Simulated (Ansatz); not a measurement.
The compound is Ta₃Cr (space group Fm-3m, No. 225), taken as coordinates from a relaxation with DFT PBE, scalar-relativistic, plane waves, PAW in Ansatz 0.2.0; the starting structure was generated, so it need not be a known form of this composition.

```cif
data_structure
_symmetry_space_group_name_H-M 'Fm-3m'
_symmetry_Int_Tables_number 225
_cell_length_a 6.4320
_cell_length_b 6.4320
_cell_length_c 6.4320
_cell_angle_alpha 90.000
_cell_angle_beta 90.000
_cell_angle_gamma 90.000
_cell_volume 266.10
loop_
_atom_site_label
_atom_site_type_symbol
_atom_site_symmetry_multiplicity
_atom_site_Wyckoff_symbol
_atom_site_fract_x
_atom_site_fract_y
_atom_site_fract_z
_atom_site_occupancy
Ta1 Ta 8 c 0.25000 0.75000 0.75000 1
Ta2 Ta 4 b 0.50000 0.00000 0.00000 1
Cr1 Cr 4 a 0.00000 0.00000 0.00000 1
```

Describe the stacking along [111], with columns A (0, 0), B (1/3, 2/3), C (2/3, 1/3) of the hexagonal mesh spanned by (a − b)/2 and (b − c)/2.

Cr(A) – Ta(B) – Ta(C) – Ta(A) – Cr(B) – Ta(C) – Ta(A) – Ta(B) – Cr(C) – Ta(A) – Ta(B) – Ta(C) (twelve layers in 11.14 Å).

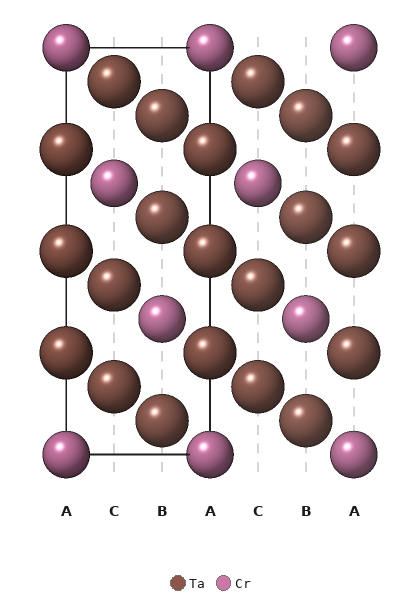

The picture looks along a close-packed row of the hexagonal mesh; [111] points upwards. The dashed lines mark the three columns A (0, 0), B (1/3, 2/3) and C (2/3, 1/3). The box is the hexagonal cell of the face-centred cubic lattice. The sequence starts with the first layer at or above the cell's origin.
